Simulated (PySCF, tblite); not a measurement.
**C2H11O2PSi3: geometry, infrared bands and NMR shifts**

Wanted: the infrared bands and NMR shifts of C2H11O2PSi3 (`COC(=O)[SiH2]P([SiH3])[SiH3]`), by calculation.

Computed with tblite 0.8.0 and PySCF 2.14.0, with density-fitted response routines of our own, on a single molecule in the gas phase. Atoms count from 0, in the outputs and in this text.

### Step 1. Starting geometry

19 atoms, charge 0, multiplicity 1; geometry from: force field or distance geometry start.

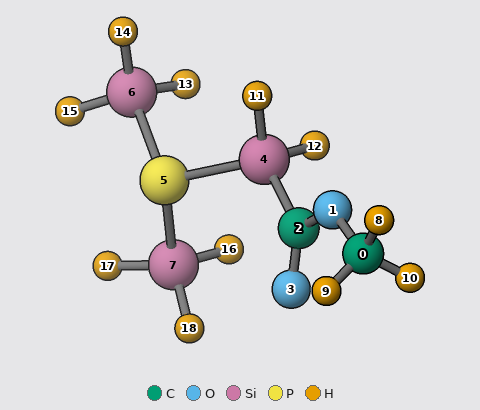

As it starts; carbon teal, oxygen blue, silicon pink, phosphorus yellow, hydrogen amber, atoms numbered.

### Step 2. Geometry optimisation with GFN2-xTB

What the job is given:

```
{"job": {"kind": "relax", "xc": "GFN2-xTB", "basis": "xTB"}, "charge": 0, "multiplicity": 1}
C      4.071500     0.262000     1.026800
O      2.949000     0.088300     0.194100
C      1.636900     0.043000     0.585400
O      1.334100     0.194600     1.786500
Si     0.377800    -0.211300    -0.735300
P     -1.456900     0.965500    -0.484300
Si    -2.848500     0.521500    -2.161400
Si    -2.515600     0.272200     1.334700
H      4.942700     0.383000     0.326400
H      3.997000     1.199300     1.625300
H      4.324400    -0.607900     1.650600
H      0.916900     0.138500    -2.073400
H      0.103800    -1.646400    -0.777000
H     -3.083400    -0.948700    -2.080800
H     -2.296400     0.928700    -3.448400
H     -4.145700     1.155700    -1.864900
H     -2.663800    -1.199500     1.267500
H     -3.856800     0.920400     1.269500
H     -1.796900     0.580600     2.551100
```

On the command line:

```bash
$ OMP_NUM_THREADS=1 python probes_run.py task.json out
```

This one command runs all jobs of the session in turn.

**Question.** This job is followed by: GFN2-xTB harmonic vibrations, gas phase; GIAO PBE0/pcSseg-1 NMR shielding, non-relativistic, gas phase. What will the session give for the following? strongest single infrared mode (GFN2-xTB); zero-point energy (GFN2-xTB); 13C shifts against TMS (PBE0/pcSseg-1); 1H shifts against TMS (PBE0/pcSseg-1, means over atoms taken as alike); 17O shifts against H2O (PBE0/pcSseg-1); 29Si shifts against TMS (PBE0/pcSseg-1, means over atoms taken as alike); 31P shifts against H3PO4 (PBE0/pcSseg-1).

**Answer**, as computed:

| quantity | value |
| --- | --- |
| strongest single infrared mode (GFN2-xTB) | 718 cm⁻¹, 475 km/mol |
| zero-point energy (GFN2-xTB) | 73.4 kcal/mol |
| 13C shifts against TMS (PBE0/pcSseg-1) | 192.9, 53.5 ppm |
| 1H shifts against TMS (PBE0/pcSseg-1, means over atoms taken as alike) | 4.58, 4.24, 3.99 ppm |
| 17O shifts against H2O (PBE0/pcSseg-1) | 507.9, 225.4 ppm |
| 29Si shifts against TMS (PBE0/pcSseg-1, means over atoms taken as alike) | -56.4, -80.0 ppm |
| 31P shifts against H3PO4 (PBE0/pcSseg-1) | -378.0 ppm |

**Reading.** Relaxing lowered the energy by 0.562 eV in 198 steps; the close pair that moved most is C2–Si4, from 1.842 to 1.912 Å. All 51 modes are real, so the xTB geometry is a minimum. The strongest single mode, at 718 cm⁻¹, moves mainly H18 and H16. Unscaled tight-binding wavenumbers are off by several per cent, some by more. Its intensities can rank the bands wrongly. At PBE0/pcSseg-1: The widest tensor belongs to O3: span 809 ppm, with a paramagnetic part of -578 ppm.
